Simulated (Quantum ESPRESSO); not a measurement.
Consider RbPO3 (Cmcm).

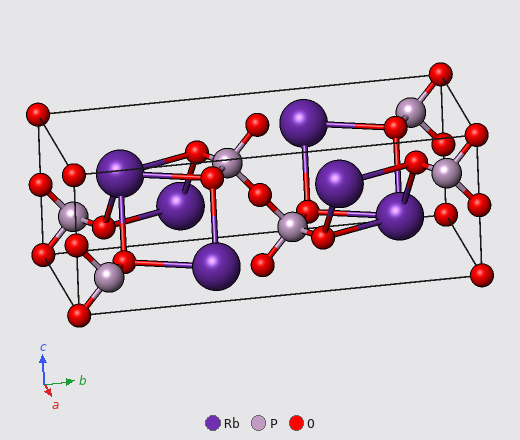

The structure (rubidium purple, phosphorus pink, oxygen red). Bonds to atoms that aren't drawn are left out. Some periodic images of atoms are drawn too.

```
Rb P O
1.0
     3.03688   -6.69123    0.00000
     3.03688    6.69123    0.00000
     0.00000    0.00000    4.86253
Rb P O
2 2 6
Direct
  0.65612 0.34388 0.75000
  0.34388 0.65612 0.25000
  0.92240 0.07760 0.75000
  0.07760 0.92240 0.25000
  0.00000 0.00000 0.00000
  0.00000 0.00000 0.50000
  0.34767 0.07888 0.25000
  0.92112 0.65233 0.25000
  0.65233 0.92112 0.75000
  0.07888 0.34767 0.75000
```

Absorber: atom 5, with 2 P at 1.60 Å (linear, site symmetry 2/m). Method: Quantum ESPRESSO XSpectra, PBEsol, full core hole (charged cell), 10-atom cell with 4.9 Å between holes, 5×4×4 k points, dipole transitions, Lorentzian half width 0.3 eV up to 4 eV, rising linearly to 2.5 eV at 25 eV (counted from xe0, 2.1 eV below the zero used here).

**Question.** What does the O K edge look like?

Main maxima up to 24 eV above the zero (height): 3.2 eV (2.26), 4.7 eV (2.64) and 11.5 eV (0.87). A K edge sees empty p states on the absorber. The total-energy difference plus the lowest empty eigenvalue puts the zero at 540.17 eV. One term is added: -8.91 eV, since the hole is spin-paired here and a spin-polarised one costs that much less in the free atom (computed apart). The photon energy is then 531.26 eV. The functional and the charged cell's background leave an error in such absolute values: in the free atom PBEsol prices this hole 2.1 eV below PBE (computed apart), and PBE is itself good to a few eV.

The O K spectrum (energy from the lowest empty level; intensity scaled to a mean of 1 over the first 20 eV; the points at xe0, where the cut of filled states can leave a spike, are interpolated; polarised curves are means over the symmetry-equivalent atoms):

```tsv
E (eV)	isotropic	ε ∥ x	ε ∥ y	ε ∥ z
-2.0	0.04	0.02	0.04	0.05
-0.5	0.08	0.04	0.08	0.11
1.0	0.34	0.08	0.22	0.71
2.5	1.50	0.53	1.98	1.99
4.0	2.18	1.86	2.49	2.20
5.5	2.09	1.17	2.29	2.81
7.0	1.36	1.17	0.99	1.92
8.5	0.86	1.01	0.64	0.94
10.0	0.76	0.83	0.66	0.80
11.5	0.87	1.05	0.84	0.72
13.0	0.81	0.86	0.89	0.69
14.5	0.70	0.63	0.76	0.70
16.0	0.57	0.45	0.58	0.67
17.5	0.51	0.36	0.54	0.64
19.0	0.53	0.35	0.57	0.68
20.5	0.57	0.39	0.60	0.72
22.0	0.59	0.43	0.64	0.69
23.5	0.59	0.46	0.67	0.64
25.0	0.60	0.49	0.68	0.62
26.5	0.59	0.52	0.66	0.61
28.0	0.58	0.54	0.62	0.58
29.5	0.55	0.56	0.55	0.54
31.0	0.52	0.56	0.50	0.50
```

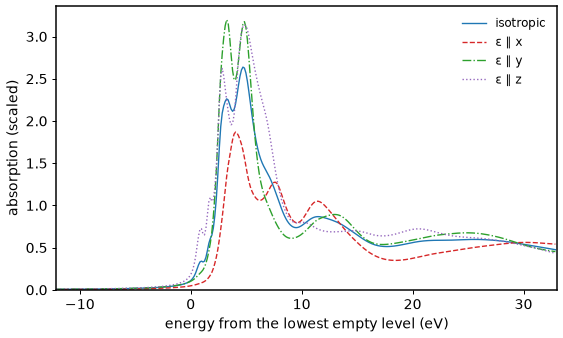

The O K edge.

The crystal has 2 inequivalent O sites and not all are shown here, while a measurement adds them all. The holes are only 4.9 Å apart, so the shape is probably not converged with cell size; no larger cell was run here. Lifetime broadening is put in by hand, and intensities beyond about 20 eV depend on it and on the partial waves; weight that the partial waves miss at high energy is lost. The structure is a computed Materials Project entry and may be a hypothetical form.

[Banner, clock and machine lines of the logs are left out without a mark of their own.]

[Logs are printed without paths, hosts, clocks, repeated set-up lines and the standing remarks that a program may print on its own settings, such as how far it seeks lower states.]

[Hosts, paths, dates, database ids (printed as entryN), source tags and the programs' standing remarks are cut or masked in the printed files.]

[Lists of maxima count a maximum above −3 eV only where it reaches 4 % of the highest in the window and stands out from its surroundings by 2 % of it (1.5 % where it reaches 55 %); shoulders and weaker maxima are passed over, and of the rest the first, up to two pre-edge ones and the few strongest are named.]
